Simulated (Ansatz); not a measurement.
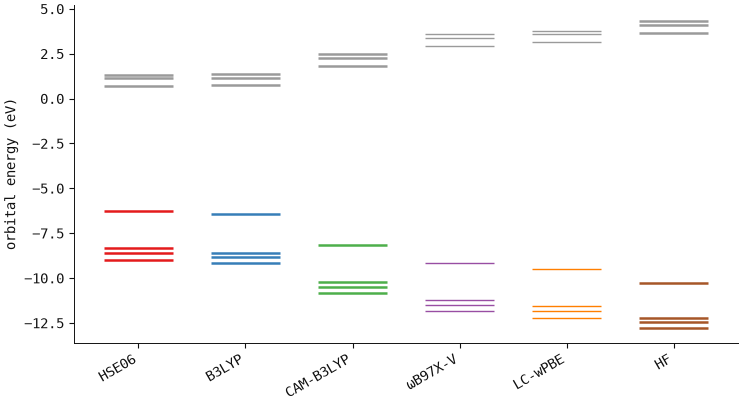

Frontier orbital energies of C₅H₁₁N, SMILES NC1CCCC1 at one geometry, def2-TZVPP, the Ansatz code, at a PBE0-D4/def2-TZVP geometry (no frequency check). Empty levels are grey, levels within 0.1 eV stand side by side; all columns show the same few orbitals around the gap.

Question: How do the frontier levels move from column to column?

Answer: The separation grows from 6.99 eV (HSE06) to 13.89 eV (HF).

| level | HOMO (eV) | LUMO (eV) | separation (eV) |
| --- | --- | --- | --- |
| HSE06 | −6.28 | 0.71 | 6.99 |
| B3LYP | −6.46 | 0.74 | 7.20 |
| CAM-B3LYP | −8.13 | 1.84 | 9.97 |
| ωB97X-V | −9.16 | 2.92 | 12.08 |
| LC-wPBE | −9.50 | 3.14 | 12.64 |
| HF | −10.25 | 3.63 | 13.89 |

Caveats, for all or some of the runs: empty levels above zero depend strongly on the basis; one conformer of a flexible molecule.
